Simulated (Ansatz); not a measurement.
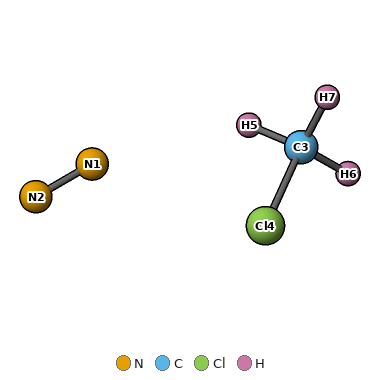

The system is the pair N₂···CH₃Cl; the picture shows the reference structure. 
- The first coordinate is: separation of Cl4 and N1 along their line in the relaxed pair; the second: sideways slip of N1, N2.
- Nothing is relaxed (both partners rigid).
- The scan uses a 9 × 9 grid.
- Points are written as (first, second).
- Energies: kcal/mol, counted from the two partners far apart, frozen as in the relaxed pair, each in its own basis (no counterpoise correction).
- Computed with Ansatz 0.2.0, RKS CAM-B3LYP-D4/def2-SVPD.

Its coordinates:

```xyz
7

N     0.5070   -0.0928   -2.2780
N     0.1776    0.3594   -3.2195
C    -0.0372   -0.1526    1.1527
Cl   -1.2230    1.0274    0.5210
H     0.5426   -0.5398    0.3104
H    -0.5827   -0.9613    1.6479
H     0.6156    0.3595    1.8656
```

Range: separation of Cl4 and N1 along their line in the relaxed pair from 2.920 to 4.320 Å; sideways slip of N1, N2 from −3.00 to 3.00 Å.

**Predict the map.**

The lowest grid point is at (3.450 Å, 0.00 Å), −1.8 kcal/mol from the two partners far apart, frozen as in the relaxed pair, each in its own basis (no counterpoise correction). No other kind of well shows on this grid. The highest grid point, (2.920 Å, 2.25 Å), lies 29.1 kcal/mol above the lowest. Round the minimum the valley is strongly tilted: raising the first coordinate shifts the best value of sideways slip of N1, N2 upwards (coupling k₁₂/√(k₁₁k₂₂) about −0.7).

| second ↓, first → | 2.920 | 2.996 | 3.121 | 3.274 | 3.450 | 3.645 | 3.856 | 4.081 | 4.320 |
| --- | --- | --- | --- | --- | --- | --- | --- | --- | --- |
| 3.00 | 14.4 | 11.0 | 6.9 | 3.5 | 1.3 | 0.1 | −0.5 | −0.7 | −0.7 |
| 2.25 | 27.3 | 20.9 | 13.1 | 7.0 | 2.9 | 0.6 | −0.4 | −0.8 | −0.9 |
| 1.50 | 25.1 | 18.9 | 11.5 | 5.7 | 2.0 | 0.0 | −0.9 | −1.2 | −1.1 |
| 0.75 | 9.7 | 6.8 | 3.4 | 0.9 | −0.7 | −1.4 | −1.6 | −1.5 | −1.2 |
| 0.00 | 0.3 | −0.4 | −1.2 | −1.7 | −1.8 | −1.8 | −1.6 | −1.3 | −1.0 |
| −0.75 | −0.7 | −1.0 | −1.3 | −1.4 | −1.4 | −1.3 | −1.1 | −0.9 | −0.7 |
| −1.50 | −0.6 | −0.7 | −0.8 | −0.8 | −0.8 | −0.7 | −0.6 | −0.5 | −0.4 |
| −2.25 | −0.5 | −0.5 | −0.5 | −0.5 | −0.4 | −0.4 | −0.3 | −0.2 | −0.2 |
| −3.00 | −0.3 | −0.3 | −0.2 | −0.2 | −0.2 | −0.1 | −0.1 | −0.1 | −0.1 |

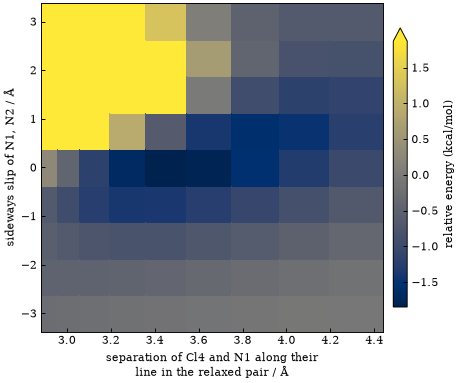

In the figure: one coloured cell a grid point, one colour for all values above the top of the scale.

Each point was launched as `ansatz run input.yaml --threads 1 --pin off --max-ram 2560MiB --backend cpu --events-out ev --progress --plain --runs-dir out`. The whole map (81 points run) took 8.6 min on 1 thread of Arm Neoverse V2, on a shared host.
